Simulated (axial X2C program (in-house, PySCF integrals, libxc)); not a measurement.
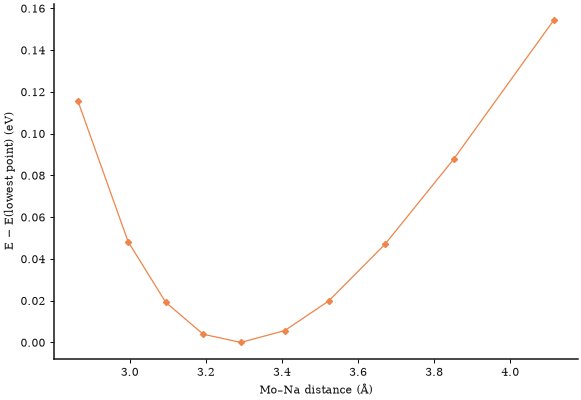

Figure 1. Energy at 10 bond lengths, for one set of occupations held fixed; the line joins the points. A polynomial of degree 6 through 9 points gives rₑ = 3.287 Å, ωₑ = 112.8 cm⁻¹, ωₑxₑ = 0.46 cm⁻¹ and Bₑ = 0.08381 cm⁻¹. The minimum lies 0.60 eV below Mo + Na⁺, each computed as one determinant at the same level.

# MoNa⁺: relativistic diatomic calculation

- system: MoNa⁺, single determinant with Ω = 3.
- method: PBE0, two-component X2C with atomic mean-field Coulomb and Gaunt terms, Mo dyall-cv3z, Na dyall-cv3z (cores contracted) (axial X2C program (in-house, PySCF integrals, libxc))

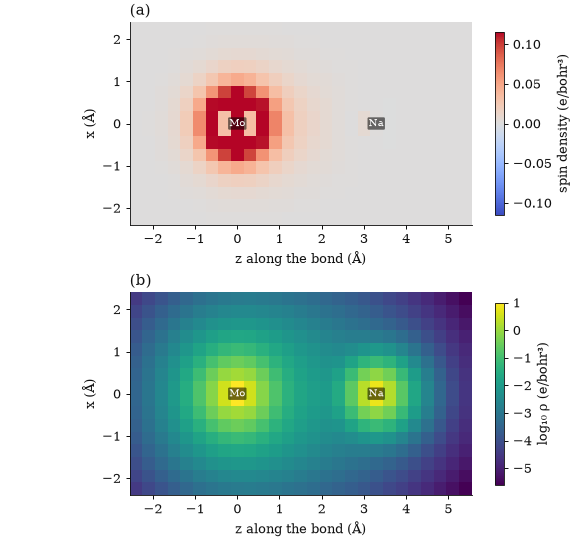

Figure 2. (a) spin density; (b) electron density on a logarithmic scale, in a plane that holds the axis, at 3.29 Å, on points 0.3 Å apart (one half computed, the other mirrored); the structure near the nuclei is finer than these points.

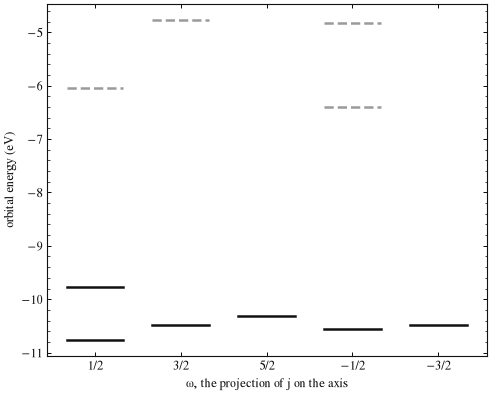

Figure 3. Orbital energies near the frontier at 3.29 Å, filled (solid) and empty (dashed). The highest filled spinor (1/2; 56 % Mo s, 16 % Mo d) lies at −9.76 eV, the lowest empty one (−1/2; 50 % Na s, 30 % Mo s) at −6.39 eV.

Input and output of the run follow.

### Input
```
{"zs": [42, 11], "q": 1, "bas": ["dyall-cv3z", "dyall-cv3z"], "levels": ["PBE0", "HF", "PBE"], "cc": true, "r0": 2.93, "thr": -1.0, "nmax": 90, "npts": 10, "nst": 2, "ntry": 6}
```

The line is the task of a batch: nuclear charges, charge, bases, the levels to run, a first guess of the distance and further settings. This report covers PBE0 with spin-orbit coupling. The log is that of the reference distance 3.292 Å, started from orbitals converged before.

Launched within a batch (the task file carries these settings):
```bash
python <driver script> task.json out
```

### Output
```
two-component X2C + atomic mean field  PBE0
basis functions 226  fitting functions 1006  grid points 5088
iter        total energy     max residual
   1      -4208.697446190     2.90e-06
   2      -4208.697446190     1.65e-06
converged
one-electron -5948.35099041  Coulomb 1806.05409985  exact exchange -34.14162422  xc functional -104.61001324  nuclear repulsion 74.26484552  atomic mean-field constant -1.91376369
```

### The points of the curve

| R (Å) | E (hartree) | dipole (D; origin at the first atom, positive when the second is positive) | highest filled (eV) | lowest empty (eV) |
| --- | --- | --- | --- | --- |
| 2.864 | −4208.693202 | 8.92 | −10.14 | −6.68 |
| 2.996 | −4208.695673 | 9.49 | −10.02 | −6.60 |
| 3.095 | −4208.696740 | 9.92 | −9.94 | −6.53 |
| 3.193 | −4208.697303 | 10.37 | −9.85 | −6.46 |
| 3.292 | −4208.697446 | 10.82 | −9.76 | −6.39 |
| 3.407 | −4208.697239 | 11.36 | −9.66 | −6.31 |
| 3.522 | −4208.696719 | 11.91 | −9.56 | −6.24 |
| 3.671 | −4208.695720 | 12.63 | −9.44 | −6.15 |
| 3.852 | −4208.694218 | 13.53 | −9.28 | −6.18 |
| 4.115 | −4208.691769 | 14.88 | −9.06 | −6.25 |

### Key numbers

```
                 quantity                                                                 value
                  outcome                                                             converged
           bond length rₑ                                                               3.287 Å
                       ωₑ                                                            112.8 cm⁻¹
    energy at the minimum                                                   −4208.69745 hartree
depth below the fragments                                                               0.60 eV
                 hardware  1 thread of Arm Neoverse V1, 24 GiB of memory available, shared host
                wall time                                                                 6.3 s
```
